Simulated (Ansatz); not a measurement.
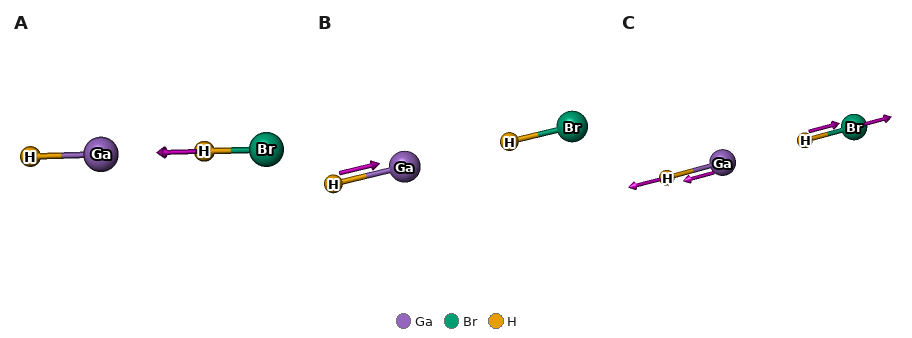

3 normal modes of one molecule or complex, as arrows. Harmonic vibrations computed with RKS PBE0-D4/def2-TZVP (Ansatz 0.2.0) at a stationary point of the same level.

**Match the panels to the wavenumbers 71 cm⁻¹, 1666 cm⁻¹, 2203 cm⁻¹.**

A: 2203 cm⁻¹, Br–H stretching
B: 1666 cm⁻¹, Ga–H stretching
C: 71 cm⁻¹, bending of the linear chain
